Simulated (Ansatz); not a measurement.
# SiH₄···H₁₀OSi₄: what the fields show

```xyz
20

Si   -3.1620   -1.2411   -0.0594
H    -3.2217   -1.4577   -1.5261
H    -0.3285   -0.5624   -2.1455
O    -0.2970   -0.7902   -1.2144
Si    0.7197    0.1172   -0.2492
Si    0.1681    2.3999   -0.2844
Si    0.5348   -0.6902    1.9396
Si    2.9596   -0.0846   -0.9276
H    -2.7530    0.1550    0.2360
H    -2.2188   -2.1976    0.5695
H    -4.5187   -1.4642    0.5095
H     0.2122    2.9230   -1.6796
H    -1.1917    2.6480    0.2659
H     1.1631    3.1503    0.5302
H    -0.7795   -0.3606    2.5515
H     1.6071   -0.0305    2.7358
H     0.7408   -2.1625    1.9831
H     3.4546   -1.4797   -0.7741
H     3.1050    0.3076   -2.3583
H     3.8058    0.8203   -0.1025
```

The reactant side of a reaction path; geometry: PBE0-D4/def2-TZVP.

The calculation used RKS PBE0-D4/def2-TZVPP in Ansatz 0.2.0.

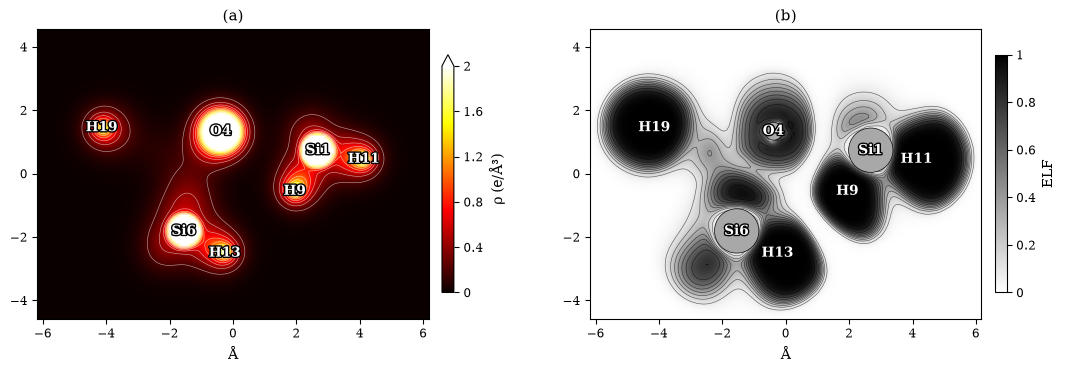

Figure 1. (a) electron density; (b) electron localisation function on the plane of atoms H9, Si1 and H11. Grey discs cover the atomic cores in the ELF map.

Question: What do the fields say about this system?

Answer:
- Atoms in the plane: Si, O and H.
- Si1···O4 (3.12 Å): the density falls to about 0.06 e/Å³ on the way; the ELF dips to about 0 between them.
- Si–H (1.48 Å): ρ at the midpoint is about 0.81 e/Å³; the ELF climbs to about 1 towards the hydrogen, as it does in any bond to H.

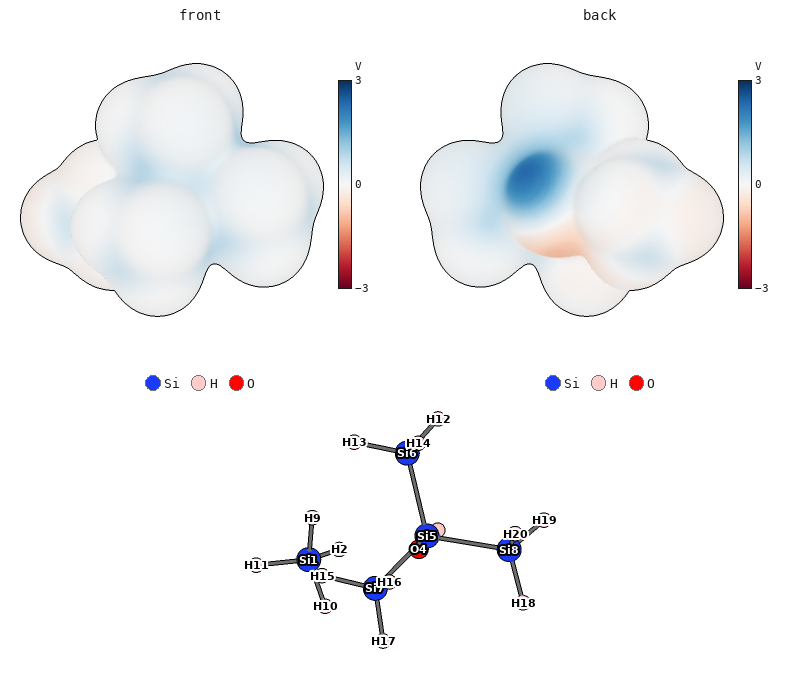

Figure 2. The electrostatic potential painted on the density surface at 0.001 e/bohr³, seen from the front and from behind; red is negative and blue positive. The bare structure is drawn below in the same view.

Question: Describe the electrostatic potential map.

Answer: The most negative region (about −0.8 V, or −18 kcal/mol for a unit charge) lies over O4, the most positive (about +2.2 V, or +51 kcal/mol for a unit charge) over H3.

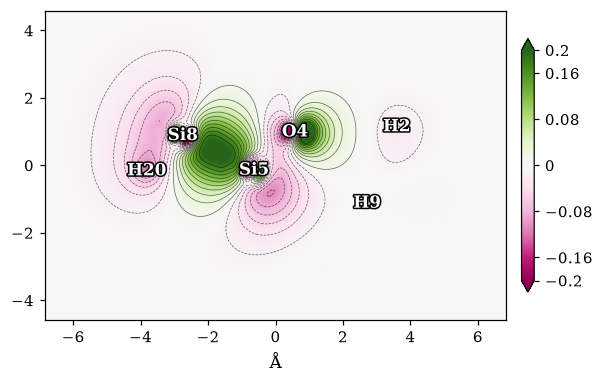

Figure 3. The HOMO−1 on the plane of atoms O4, Si5 and Si8 (values in Å⁻³ᐟ²; the overall sign is arbitrary).

Question: What is the character of this orbital?

Answer: It lies mainly on Si5 (about 30 %), Si7 (about 25 %), Si6 (about 10 %) and Si8 (about 10 %). Its energy is −7.78 eV.
